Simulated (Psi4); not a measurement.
# CAM-B3LYP/def2-TZVPP run of H3NO (hydroxylamine)

What is the vertical singlet–triplet gap of H3NO (hydroxylamine) at CAM-B3LYP/def2-TZVPP? 

The results are computed with Psi4 1.11.

1 further run of the same task is left out (set aside as unsound or not needed). Runs told in other sessions of the task aren't counted.

## 1. The system as given

H3NO has 5 atoms, charge 0, and is taken as a singlet. As SMILES, `NO`. The shape is that of a PBE0-D4/def2-TZVP optimisation. This is one conformer, not always the lowest.

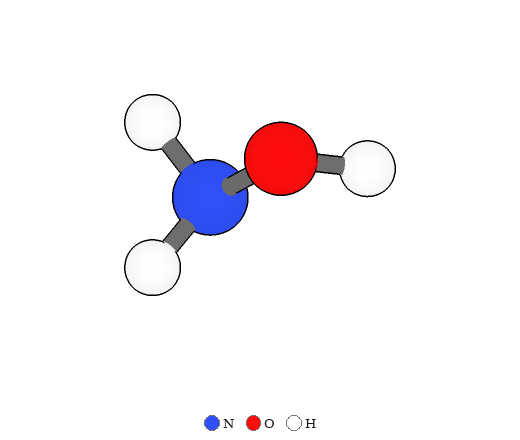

The structure, seen from a chosen angle (nitrogen blue, oxygen red, hydrogen white).

## 2. Energy and forces at CAM-B3LYP/def2-TZVPP

job.json

```json
{
 "schema_name": "qcschema_input",
 "schema_version": 1,
 "molecule": {
  "schema_name": "qcschema_molecule",
  "schema_version": 2,
  "symbols": ["N", "O", "H", "H", "H"],
  "geometry": [-0.31203158, -0.68273915, -0.60692334, 0.68872958, 1.25863319, 0.96009425, -0.30743954, -2.24881188, 0.50412224, -2.15740583, -0.20756752, -0.84321469, 2.08816626, 1.88046647, -0.01405956],
  "molecular_charge": 0,
  "molecular_multiplicity": 1,
  "fix_symmetry": "c1",
  "fix_com": true,
  "fix_orientation": true
 },
 "driver": "gradient",
 "model": {
  "method": "cam-b3lyp",
  "basis": "def2-TZVPP"
 },
 "keywords": {
  "puream": true,
  "e_convergence": 1e-09,
  "d_convergence": 1e-08,
  "scf_type": "pk",
  "dft_radial_points": 99,
  "dft_spherical_points": 590
 }
}
```

On the command line:

```console
$ psi4 --qcschema job.json -n 1 --memory 2200MB
```

stdout, cut to the lines that bear on the results:

```text
[...]
  Running in c1 symmetry.
[...]
  Nuclear repulsion =   39.593666455499566
[...]
  Multiplicity = 1
[...]
  Nalpha       = 9
  Nbeta        = 9
[...]
    Number of basis functions: 104
[...]
   @RKS iter   1:  -131.58710354380781   -3.74905e-01   5.77531e-03 ADIIS/DIIS
[...]
   @RKS iter  10:  -131.72972828284713   -2.77680e-11   4.79439e-09 DIIS
[...]
    Orbital Energies [Eh]
    ---------------------
    Doubly Occupied:
       1A    -19.222683     2A    -14.424563     3A     -1.143900
       4A     -0.883376     5A     -0.576864     6A     -0.571534
       7A     -0.513268     8A     -0.366659     9A     -0.330566
[...]
  @RKS Final Energy:  -131.72972828284713
   => Energetics <=
    Nuclear Repulsion Energy =             39.5936664554995659
    One-Electron Energy =                -258.2885900152457452
    Two-Electron Energy =                  99.0832030576784319
    DFT Exchange-Correlation Energy =     -12.1180077807793793
    Empirical Dispersion Energy =           0.0000000000000000
    VV10 Nonlocal Energy =                  0.0000000000000000
    Total Energy =                       -131.7297282828471339
[...]
 Multipole Moments:
 ------------------------------------------------------------------------------------
     Multipole            Electronic (a.u.)      Nuclear  (a.u.)        Total (a.u.)
 ------------------------------------------------------------------------------------
 L = 1.  Multiply by 2.5417464519 to convert [e a0] to [Debye]
 Dipole X            :         -3.0628570            2.9489365           -0.1139206
 Dipole Y            :         -4.8886672            4.7139785           -0.1746887
 Dipole Z            :         -3.1855860            3.0791386           -0.1064474
 Magnitude           :                                                    0.2341476
[...]
  -Total Gradient:
     Atom            X                  Y                   Z
    ------   -----------------  -----------------  -----------------
       1        0.004125332084     0.003365548398    -0.000574796261
       2       -0.003140833796    -0.002663330547     0.000255874339
       3       -0.000259133629    -0.000750101245     0.001352956560
       4       -0.001402138883     0.000487469043     0.000531765301
       5        0.000676083226    -0.000439680737    -0.001565094881
[...]
```

The result, in JSON:

```text
{
 "driver": "gradient",
 "model": {
  "method": "cam-b3lyp",
  "basis": "def2-TZVPP"
 },
 "success": true,
 "return_result": [0.0041253320838359475, 0.003365548397510254, -0.0005747962613255331, -0.0031408337955584065, -0.0026633305473870543, 0.0002558743394350249, -0.0002591336289750881, -0.0007501012449190603, 0.0013529565596496207, -0.0014021388827233638, 0.0004874690434409079, 0.0005317653008652494, 0.0006760832262394378, -0.0004396807368750866, -0.001565094880775053],
 "properties": {
  "calcinfo_nbasis": 104,
  "calcinfo_nmo": 104,
  "calcinfo_nalpha": 9,
  "calcinfo_nbeta": 9,
  "calcinfo_natom": 5,
  "nuclear_repulsion_energy": 39.593666455499566,
  "return_energy": -131.72972828284713,
  "return_gradient": [0.0041253320838359475, 0.003365548397510254, -0.0005747962613255331, -0.0031408337955584065, -0.0026633305473870543, 0.0002558743394350249, -0.0002591336289750881, -0.0007501012449190603, 0.0013529565596496207, -0.0014021388827233638, 0.0004874690434409079, 0.0005317653008652494, 0.0006760832262394378, -0.0004396807368750866, -0.001565094880775053],
  "scf_one_electron_energy": -258.28859001524575,
  "scf_two_electron_energy": 99.08320305767843,
  "scf_xc_energy": -12.11800778077938,
  "scf_dipole_moment": [-0.1139205580297733, -0.17468870687631544, -0.10644737151942474],
  "scf_total_energy": -131.72972828284713,
  "scf_total_gradient": [0.0041253320838359475, 0.003365548397510254, -0.0005747962613255331, -0.0031408337955584065, -0.0026633305473870543, 0.0002558743394350249, -0.0002591336289750881, -0.0007501012449190603, 0.0013529565596496207, -0.0014021388827233638, 0.0004874690434409079, 0.0005317653008652494, 0.0006760832262394378, -0.0004396807368750866, -0.001565094880775053],
  "scf_iterations": 10
 }
}
```

It took 44 s on 1 thread of Intel Xeon Platinum 8259CL at 2.50GHz (Skylake/Cascade Lake), shared host; peak memory 0.95 GiB.

## 3. The triplet: the energy at UCAM-B3LYP/def2-TZVPP

job.inp

```
memory 2200 mb

molecule mol {
  0 3
  N
  O 1 r2
  H 1 r3 2 a3
  H 1 r4 3 a4 2 d4
  H 2 r5 1 a5 3 d5

  r2 = 1.422492
  r3 = 1.016107
  a3 = 104.5268
  r4 = 1.016107
  a4 = 105.98182
  d4 = -110.10349
  r5 = 0.960435
  a5 = 102.8036
  d5 = 124.34587
  units angstrom
  symmetry c1
  no_reorient
  no_com
}

set basis def2-TZVPP
set reference uks
set puream true
set e_convergence 1e-09
set d_convergence 1e-08
set scf_type pk
set dft_radial_points 99
set dft_spherical_points 590
set maxiter 100

E, wfn = energy("cam-b3lyp", return_wfn=True)
oeprop(wfn, "LOWDIN_CHARGES", "MULLIKEN_CHARGES", "DIPOLE", title="CAM-B3LYP")
```

On the command line:

```console
$ psi4 -n 1 job.inp job.out
```

job.out, cut to the lines that bear on the results:

```text
[...]
  Running in c1 symmetry.
[...]
  Nuclear repulsion =   39.593667661871486
[...]
  Multiplicity = 3
[...]
  Nalpha       = 10
  Nbeta        = 8
[...]
    Number of basis functions: 104
[...]
   @UKS iter   1:  -131.30392871794552   -9.17296e-02   6.41901e-03 DIIS/ADIIS
[...]
   @UKS iter  24:  -131.48483054622235   -6.11351e-11   7.08659e-09 DIIS
[...]
   @S^2 Observed:                2.006747132E+00
[...]
  @UKS Final Energy:  -131.48483054622235
   => Energetics <=
    Nuclear Repulsion Energy =             39.5936676618714856
    One-Electron Energy =                -257.4302261656848145
    Two-Electron Energy =                  98.4403187382881129
    DFT Exchange-Correlation Energy =     -12.0885907806971282
    Empirical Dispersion Energy =           0.0000000000000000
    VV10 Nonlocal Energy =                  0.0000000000000000
    Total Energy =                       -131.4848305462223550
  UHF NO Occupations:
  HONO-2 :    8  A 1.9985232
  HONO-1 :    9  A 1.0000000
[...]
 Multipole Moments:
 ------------------------------------------------------------------------------------
     Multipole            Electronic (a.u.)      Nuclear  (a.u.)        Total (a.u.)
 ------------------------------------------------------------------------------------
 L = 1.  Multiply by 2.5417464519 to convert [e a0] to [Debye]
 Dipole X            :          0.3816375            0.1226740            0.5043115
 Dipole Y            :          0.2607129            0.0853188            0.3460317
 Dipole Z            :         -0.2324726           -0.9737493           -1.2062219
 Magnitude           :                                                    1.3524198
[...]
  Mulliken Charges: (a.u.)
   Center  Symbol    Alpha    Beta     Spin     Total
       1     N     4.26318  2.94945  1.31373 -0.21263
       2     O     4.07138  3.89939  0.17200  0.02923
       3     H     0.39782  0.40569 -0.00787  0.19649
       4     H     0.39768  0.40586 -0.00818  0.19646
       5     H     0.86994  0.33961  0.53033 -0.20955
   Total alpha = 10.00000, Total beta =  8.00000, Total charge =  0.00000
  Lowdin Charges: (a.u.)
   Center  Symbol    Alpha    Beta     Spin     Total
       1     N     3.85423  2.84235  1.01188  0.30341
[...]
```

It took 70 s on 1 thread of Intel Xeon Platinum 8259CL at 2.50GHz (Skylake/Cascade Lake), shared host; peak memory 0.95 GiB.

## 4. Results

Level: CAM-B3LYP/def2-TZVPP.

```
                                        quantity          value
                           singlet: total energy  -131.72973 Eh
                          singlet: dipole moment         0.60 D
                            singlet: HOMO energy       -9.00 eV
                            singlet: LUMO energy        1.87 eV
                          singlet: HOMO–LUMO gap       10.86 eV
               singlet: largest force on an atom     0.275 eV/Å
                           triplet: total energy  -131.48483 Eh
                          triplet: dipole moment         3.44 D
     triplet: HOMO energy (highest over α and β)       -2.63 eV
                                   triplet: ⟨S²⟩          2.007
vertical energy of the triplet above the singlet       6.664 eV
```

In words: At this shape the triplet lies 6.66 eV (154 kcal/mol) above the singlet. The largest force (singlet) is 0.28 eV/Å: the shape isn't a stationary point for this species at this level. Mulliken charges (triplet) run from -0.21 on N1 to +0.20 on H3.
